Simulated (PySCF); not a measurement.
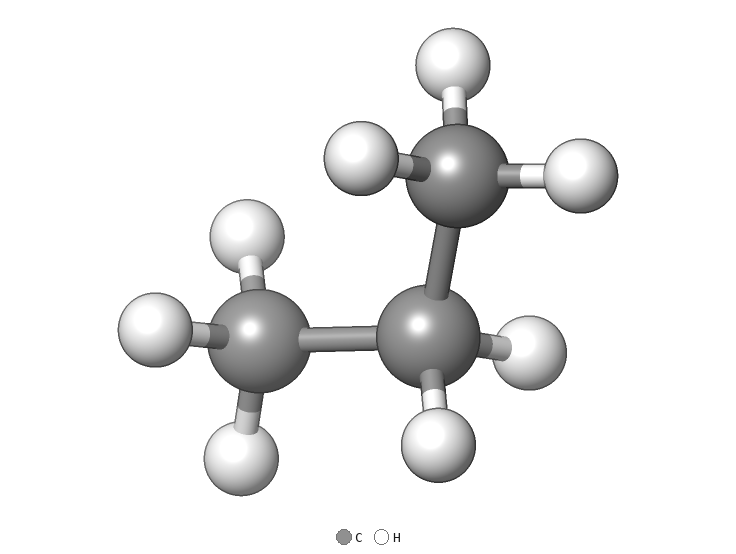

The picture shows a molecular structure as a ball-and-stick model. Every bond is drawn as one stick, whatever its order.

The computed structure is the end point of a PBE0-D3(BJ)/def2-SVP optimisation. No frequency run is at hand to confirm it as a minimum.

What does the picture show?

It has 11 atoms: 3 carbon and 8 hydrogen (C3H8). Its SMILES string is `CCC`. It has no ring. This geometry has C2v symmetry. Coordination: 3 C tetrahedral.

The parts below concern this one geometry. Atoms keep their numbers from picture to picture.

### Shape

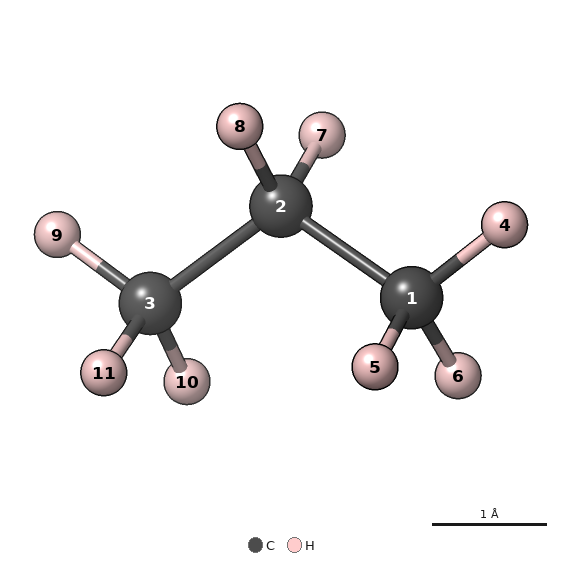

The atoms are numbered. No frequency run is at hand to confirm it as a minimum.

What are the angles C1–C2–C3, C1–C2–H7, C2–C1–H4, C2–C1–H5?

| angle | degrees |
| --- | --- |
| C1–C2–C3 | 113.2 |
| C1–C2–H7 | 109.4 |
| C2–C1–H4 | 111.8 |
| C2–C1–H5 | 111.2 |

### Electronic properties

No frequency run is at hand to confirm it as a minimum. Properties computed with PBE0/cc-pVDZ, gas phase (PySCF 2.14.0).

What does the calculation give?

- dipole moment: 0.07 D
- HOMO energy (Kohn–Sham orbital): −8.99 eV
- LUMO energy (Kohn–Sham orbital): 2.02 eV
- HOMO–LUMO gap: 11.01 eV

### Charges

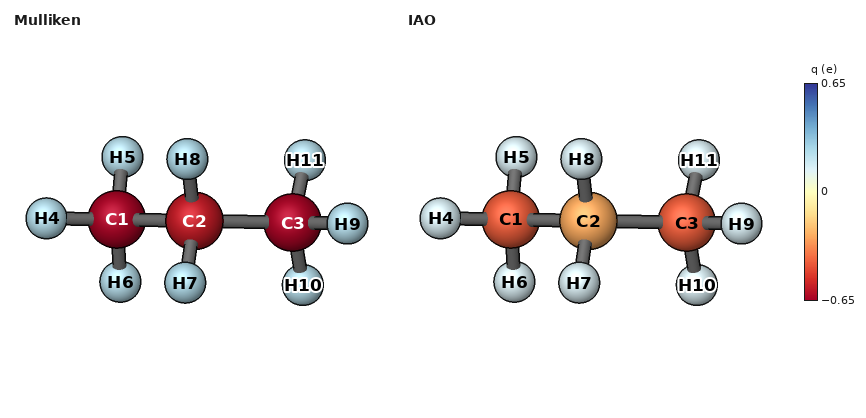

Atomic charges of one calculation by 2 schemes, on one colour scale. No frequency run is at hand to confirm it as a minimum. Method: PBE0/pcSseg-0 (PySCF 2.14.0).

**Which scheme gives the most polar picture (largest mean size of the charges)?**

The Mulliken charges are the largest in size here.

**On which atom do the schemes disagree most?**

On C2 (from −0.57 to −0.26 e).

List the charges (e), one line for each set of equivalent atoms.

```
        atom  Mulliken    IAO
      C1, C3     −0.63  −0.42
          C2     −0.57  −0.26
      H4, H9      0.23   0.14
H5, H6, H10…      0.22   0.14
      H7, H8      0.24   0.14
```

### NMR shielding

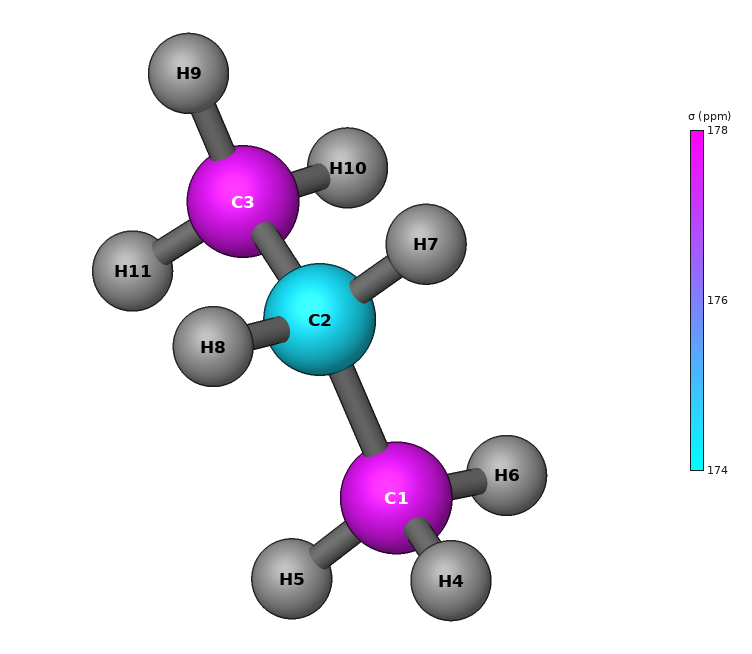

Atoms are coloured by their isotropic NMR shieldings (C only, the others grey). No frequency run is at hand to confirm it as a minimum. Properties computed with GIAO PBE0/aug-cc-pVDZ NMR shielding, non-relativistic, gas phase (PySCF 2.14.0).

List the isotropic NMR shieldings of the C atoms.

| atom | σ (ppm) |
| --- | --- |
| C1 | 177.7 |
| C2 | 174.4 |
| C3 | 177.7 |

Mulliken values depend strongly on the basis set and can even reverse the polarity of a bond.
